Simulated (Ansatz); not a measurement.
# Al3GaN4 (P-43m): what size, symmetry and threads cost in G0W0, part 2 of 2

How does the cost of G0W0 grow with the cell? The test case is Al3GaN4 (P-43m).

Ansatz 0.2.0; G0W0 on PBEsol, plane waves, PAW. Known limits of the many-body steps: not at the basis limit; no spin-orbit coupling; coarse k mesh.

So far. Step 7 (8 threads, 2×2×2 mesh): Against the run with 2×2×2 mesh, 89 empty bands, screening to 60 eV, the gap moves by +0.000 eV. Step 8 (16 atoms (2×1×1 cells), 1×2×2 mesh): The gap on the mesh goes from 3.31 eV to 4.18 eV, a correction of +0.87 eV. Between the two edge states, bare exchange in place of the xc potential would open the gap by 8.70 eV, and correlation takes back 7.83 eV.

**9. 32 atoms (2×2×1 cells), 1×1×2 mesh**

File input.yaml:

```yaml
crystal:
  lattice:
    - [8.80287706, 0.0, 0.0]
    - [0.0, 8.80287706, 0.0]
    - [0.0, 0.0, 4.40143853]
  atoms:
    - { symbol: Al, position: [0.25, 0.25, 0.0] }
    - { symbol: Al, position: [0.25, 0.0, 0.5] }
    - { symbol: Al, position: [0.0, 0.25, 0.5] }
    - { symbol: Ga, position: [0.0, 0.0, 0.0] }
    - { symbol: "N", position: [0.372081715, 0.372081715, 0.25583657] }
    - { symbol: "N", position: [0.372081715, 0.127918285, 0.74416343] }
    - { symbol: "N", position: [0.127918285, 0.372081715, 0.74416343] }
    - { symbol: "N", position: [0.127918285, 0.127918285, 0.25583657] }
    - { symbol: Al, position: [0.25, 0.75, 0.0] }
    - { symbol: Al, position: [0.25, 0.5, 0.5] }
    - { symbol: Al, position: [0.0, 0.75, 0.5] }
    - { symbol: Ga, position: [0.0, 0.5, 0.0] }
    - { symbol: "N", position: [0.372081715, 0.872081715, 0.25583657] }
    - { symbol: "N", position: [0.372081715, 0.627918285, 0.74416343] }
    - { symbol: "N", position: [0.127918285, 0.872081715, 0.74416343] }
    - { symbol: "N", position: [0.127918285, 0.627918285, 0.25583657] }
    - { symbol: Al, position: [0.75, 0.25, 0.0] }
    - { symbol: Al, position: [0.75, 0.0, 0.5] }
    - { symbol: Al, position: [0.5, 0.25, 0.5] }
    - { symbol: Ga, position: [0.5, 0.0, 0.0] }
    - { symbol: "N", position: [0.872081715, 0.372081715, 0.25583657] }
    - { symbol: "N", position: [0.872081715, 0.127918285, 0.74416343] }
    - { symbol: "N", position: [0.627918285, 0.372081715, 0.74416343] }
    - { symbol: "N", position: [0.627918285, 0.127918285, 0.25583657] }
    - { symbol: Al, position: [0.75, 0.75, 0.0] }
    - { symbol: Al, position: [0.75, 0.5, 0.5] }
    - { symbol: Al, position: [0.5, 0.75, 0.5] }
    - { symbol: Ga, position: [0.5, 0.5, 0.0] }
    - { symbol: "N", position: [0.872081715, 0.872081715, 0.25583657] }
    - { symbol: "N", position: [0.872081715, 0.627918285, 0.74416343] }
    - { symbol: "N", position: [0.627918285, 0.872081715, 0.74416343] }
    - { symbol: "N", position: [0.627918285, 0.627918285, 0.25583657] }
kpoints:
  mp_grid: { grid: [1, 1, 2] }
hamiltonian:
  xc: pbesol
scf:
  occupations: { method: fixed }
gw:
  n_empty_bands: 356
  ecut_chi: 60.0
  qp_bands: [v1, c1]
  qp_kpoints: band_edges
  screening: { model: contour_deformation }
```

Run with:

```sh
$ ansatz run input.yaml --threads 16 --pin off --max-ram 36864MiB --backend cpu --events-out ev --progress --plain --runs-dir out
```

Numbers of over 12 decimals in the logs are rounded to 6 here.

Log:

```text
[...]
Crystal: 32 atoms, lattice volume = 341.070 Å³
Basis set: ecut = 420 eV, 6703 PW (Γ)
Bands: 116, of which v1, the nominal top of the filled ones, is band 84 counted from 1 (83 counted from 0)
Symmetry: 32 space group operations
[...]
k-points: 2
[...]
k-point 1: bands = [... 80 lower, 7.0447, 7.2035, 7.2035, 7.2035, 13.0198, 13.0969, 13.1598, 13.6209, ... 28 higher]
[...]
0    84      7.5746   -22.0907     3.8707   -17.9821  0.7715     7.3360     7.3368  root
     0    85     10.8819    -6.8584    -3.9593   -11.4505  0.8110    11.5195    11.5147  root
     1    84      7.2035   -22.2909     3.8176   -18.1922  0.7703     6.9214     6.9224  root
     1    85     13.0198    -9.7110    -4.3869   -15.3945  0.8041    14.3407    14.3164  root
[key lines of the parts left out:]
SCF converged after 7 iterations
Free energy (F): -27361.686218 eV
Fermi energy:    7.574632 eV
```

Run time: 11 s. Hardware: 16 threads of Arm Neoverse V2, shared host; peak memory 1.6 GiB; 1.8 min of CPU time.

This step gave:

```yaml
bands_summed: 440
rpa_eps_infinity_on_this_mesh_eigenvalues: 6.122, 6.122, 6.122
plane_waves_in_the_screening_matrix: 365
g0w0_gap_on_the_mesh: 4.178 eV
k_of_the_valence_top: 0, 0, 0
k_of_the_conduction_bottom: 0, 0, 0
starting_gap_on_the_mesh: 3.307 eV
least_direct_g0w0_gap_on_the_computed_points: 4.178 eV
```

The gap on the mesh goes from 3.31 eV to 4.18 eV, a correction of +0.87 eV. Between the two edge states, bare exchange in place of the xc potential would open the gap by 8.70 eV, and correlation takes back 7.83 eV.

**10. 64 atoms (2×2×2 cells), 1×1×1 mesh**

File input.yaml:

```yaml
crystal:
  lattice:
    - [8.80287706, 0.0, 0.0]
    - [0.0, 8.80287706, 0.0]
    - [0.0, 0.0, 8.80287706]
  atoms:
    - { symbol: Al, position: [0.25, 0.25, 0.0] }
    - { symbol: Al, position: [0.25, 0.0, 0.25] }
    - { symbol: Al, position: [0.0, 0.25, 0.25] }
    - { symbol: Ga, position: [0.0, 0.0, 0.0] }
    - { symbol: "N", position: [0.372081715, 0.372081715, 0.127918285] }
    - { symbol: "N", position: [0.372081715, 0.127918285, 0.372081715] }
    - { symbol: "N", position: [0.127918285, 0.372081715, 0.372081715] }
    - { symbol: "N", position: [0.127918285, 0.127918285, 0.127918285] }
    - { symbol: Al, position: [0.25, 0.25, 0.5] }
    - { symbol: Al, position: [0.25, 0.0, 0.75] }
    - { symbol: Al, position: [0.0, 0.25, 0.75] }
    - { symbol: Ga, position: [0.0, 0.0, 0.5] }
    - { symbol: "N", position: [0.372081715, 0.372081715, 0.627918285] }
    - { symbol: "N", position: [0.372081715, 0.127918285, 0.872081715] }
    - { symbol: "N", position: [0.127918285, 0.372081715, 0.872081715] }
    - { symbol: "N", position: [0.127918285, 0.127918285, 0.627918285] }
    - { symbol: Al, position: [0.25, 0.75, 0.0] }
    - { symbol: Al, position: [0.25, 0.5, 0.25] }
    - { symbol: Al, position: [0.0, 0.75, 0.25] }
    - { symbol: Ga, position: [0.0, 0.5, 0.0] }
    - { symbol: "N", position: [0.372081715, 0.872081715, 0.127918285] }
    - { symbol: "N", position: [0.372081715, 0.627918285, 0.372081715] }
    - { symbol: "N", position: [0.127918285, 0.872081715, 0.372081715] }
    - { symbol: "N", position: [0.127918285, 0.627918285, 0.127918285] }
    - { symbol: Al, position: [0.25, 0.75, 0.5] }
    - { symbol: Al, position: [0.25, 0.5, 0.75] }
    - { symbol: Al, position: [0.0, 0.75, 0.75] }
    - { symbol: Ga, position: [0.0, 0.5, 0.5] }
    - { symbol: "N", position: [0.372081715, 0.872081715, 0.627918285] }
    - { symbol: "N", position: [0.372081715, 0.627918285, 0.872081715] }
    - { symbol: "N", position: [0.127918285, 0.872081715, 0.872081715] }
    - { symbol: "N", position: [0.127918285, 0.627918285, 0.627918285] }
    - { symbol: Al, position: [0.75, 0.25, 0.0] }
    - { symbol: Al, position: [0.75, 0.0, 0.25] }
    - { symbol: Al, position: [0.5, 0.25, 0.25] }
    - { symbol: Ga, position: [0.5, 0.0, 0.0] }
    - { symbol: "N", position: [0.872081715, 0.372081715, 0.127918285] }
    - { symbol: "N", position: [0.872081715, 0.127918285, 0.372081715] }
    - { symbol: "N", position: [0.627918285, 0.372081715, 0.372081715] }
    - { symbol: "N", position: [0.627918285, 0.127918285, 0.127918285] }
    - { symbol: Al, position: [0.75, 0.25, 0.5] }
    - { symbol: Al, position: [0.75, 0.0, 0.75] }
    - { symbol: Al, position: [0.5, 0.25, 0.75] }
    - { symbol: Ga, position: [0.5, 0.0, 0.5] }
    - { symbol: "N", position: [0.872081715, 0.372081715, 0.627918285] }
    - { symbol: "N", position: [0.872081715, 0.127918285, 0.872081715] }
    - { symbol: "N", position: [0.627918285, 0.372081715, 0.872081715] }
    - { symbol: "N", position: [0.627918285, 0.127918285, 0.627918285] }
    - { symbol: Al, position: [0.75, 0.75, 0.0] }
    - { symbol: Al, position: [0.75, 0.5, 0.25] }
    - { symbol: Al, position: [0.5, 0.75, 0.25] }
    - { symbol: Ga, position: [0.5, 0.5, 0.0] }
    - { symbol: "N", position: [0.872081715, 0.872081715, 0.127918285] }
    - { symbol: "N", position: [0.872081715, 0.627918285, 0.372081715] }
    - { symbol: "N", position: [0.627918285, 0.872081715, 0.372081715] }
    - { symbol: "N", position: [0.627918285, 0.627918285, 0.127918285] }
    - { symbol: Al, position: [0.75, 0.75, 0.5] }
    - { symbol: Al, position: [0.75, 0.5, 0.75] }
    - { symbol: Al, position: [0.5, 0.75, 0.75] }
    - { symbol: Ga, position: [0.5, 0.5, 0.5] }
    - { symbol: "N", position: [0.872081715, 0.872081715, 0.627918285] }
    - { symbol: "N", position: [0.872081715, 0.627918285, 0.872081715] }
    - { symbol: "N", position: [0.627918285, 0.872081715, 0.872081715] }
    - { symbol: "N", position: [0.627918285, 0.627918285, 0.627918285] }
kpoints:
  mp_grid: { grid: [1, 1, 1] }
hamiltonian:
  xc: pbesol
scf:
  occupations: { method: fixed }
gw:
  n_empty_bands: 712
  ecut_chi: 60.0
  qp_bands: [v1, c1]
  qp_kpoints: band_edges
  screening: { model: contour_deformation }
```

Log:

```text
[...]
Crystal: 64 atoms, lattice volume = 682.141 Å³
Basis set: ecut = 420 eV, 13301 PW (Γ)
Bands: 232, of which v1, the nominal top of the filled ones, is band 168 counted from 1 (167 counted from 0)
Symmetry: 192 space group operations
[...]
k-points: 1
[...]
--- Band table (eV) ---
  k-point 0: bands = [... 164 lower, 7.2035, 7.5746, 7.5746, 7.5746, 10.8819, 10.8819, 10.8819, 11.0072, ... 60 higher]
[...]
gw.qp_kpoints: band_edges: 1 of 1 stored k-point solved, in 1 pass; an edge of the gap read off the rows below is read off those points alone
[...]
0   168      7.5746   -22.0907     3.8711   -17.9821  0.7715     7.3363     7.3371  root
     0   169     10.8819    -6.8584    -3.9594   -11.4505  0.8110    11.5195    11.5147  root
[key lines of the parts left out:]
SCF converged after 7 iterations
Free energy (F): -54723.372436 eV
Fermi energy:    7.574620 eV
```

The job ended after 24 s (16 threads; peak memory 3.3 GiB; 5.5 min of CPU time).

This step gave:

```yaml
bands_summed: 880
rpa_eps_infinity_on_this_mesh_eigenvalues: 6.122, 6.122, 6.122
plane_waves_in_the_screening_matrix: 739
g0w0_gap_on_the_mesh: 4.178 eV
k_of_the_valence_top: 0, 0, 0
k_of_the_conduction_bottom: 0, 0, 0
starting_gap_on_the_mesh: 3.307 eV
least_direct_g0w0_gap_on_the_computed_points: 4.178 eV
```

The gap on the mesh goes from 3.31 eV to 4.18 eV, a correction of +0.87 eV. Between the two edge states, bare exchange in place of the xc potential would open the gap by 8.70 eV, and correlation takes back 7.83 eV.

**11. The runs together**

A supercell on the folded mesh samples the same points as the primitive cell, so the gap should stay. Times are wall times on shared hardware, named with each run.

| run | mesh | irreducible k | bands | screening plane waves | threads | gap (eV) | time | CPU time | host memory (GiB) |
| --- | --- | --- | --- | --- | --- | --- | --- | --- | --- |
| 8 atoms (1×1×1 cells) | 2×2×2 | 4 | 110 | 81 | 16 | 4.178 | 1 s | 7.5 s | 0.41 |
| no symmetry | 2×2×2 | 8 | 110 | 81 | 16 | 4.178 | 1.7 s | 16 s | 0.56 |
| 1 thread | 2×2×2 | 4 | 110 | 81 | 1 | 4.178 | 5.1 s | 5.1 s | 0.29 |
| 2 threads | 2×2×2 | 4 | 110 | 81 | 2 | 4.178 | 2.8 s | 5.2 s | 0.33 |
| 4 threads | 2×2×2 | 4 | 110 | 81 | 4 | 4.178 | 1.7 s | 5.4 s | 0.40 |
| 8 threads | 2×2×2 | 4 | 110 | 81 | 8 | 4.178 | 1.2 s | 6.2 s | 0.41 |
| 16 atoms (2×1×1 cells) | 1×2×2 | 3 | 220 | 175 | 16 | 4.178 | 3.4 s | 28 s | 0.78 |
| 32 atoms (2×2×1 cells) | 1×1×2 | 2 | 440 | 365 | 16 | 4.178 | 11 s | 1.8 min | 1.6 |
| 64 atoms (2×2×2 cells) | 1×1×1 | 1 | 880 | 739 | 16 | 4.178 | 24 s | 5.5 min | 3.3 |

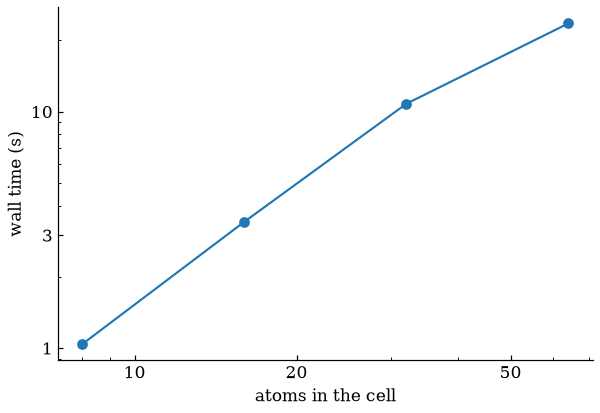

Wall time against the size of the cell.

**12. Outcome**

```yaml
8_atoms_1x1x1_cells: 1 s, gap 4.18 eV
no_symmetry: 1.7 s, gap 4.18 eV
1_thread: 5.1 s, gap 4.18 eV
2_threads: 2.8 s, gap 4.18 eV
4_threads: 1.7 s, gap 4.18 eV
8_threads: 1.2 s, gap 4.18 eV
16_atoms_2x1x1_cells: 3.4 s, gap 4.18 eV
32_atoms_2x2x1_cells: 11 s, gap 4.18 eV
64_atoms_2x2x2_cells: 24 s, gap 4.18 eV
```

**Reading.** From 8 to 64 atoms the gap stays within 0.000 eV, while the time grows 23-fold. Over the last step it grows as about the power 1.1 of the size; fewer k points offset part of the fourth-power cost of the screening. Without symmetry the mesh holds 8 points in place of 4, the time changes by less than twofold and the gap changes by +0.000 eV. Going from 1 to 16 threads speeds the run 4.9-fold, an efficiency of about 30 %. The host was shared, so single times are good to a factor of about two.

[Paths, hosts, dates, memory and timing lines, banners, echoed tables and standing remarks are left out of the program output.]

[Logs are printed without paths, hosts, clocks, repeated set-up lines and the standing remarks that a program may print on its own settings, such as how far it seeks lower states.]

[Runs of the session that timed out or met a known fault of the program may be left out.]

[Cells called generated may have been cut or substituted from an entry of the Crystallography Open Database or the Materials Project.]

[Hosts, paths, dates, database ids (printed as entryN), source tags and the programs' standing remarks are cut or masked in the printed files.]
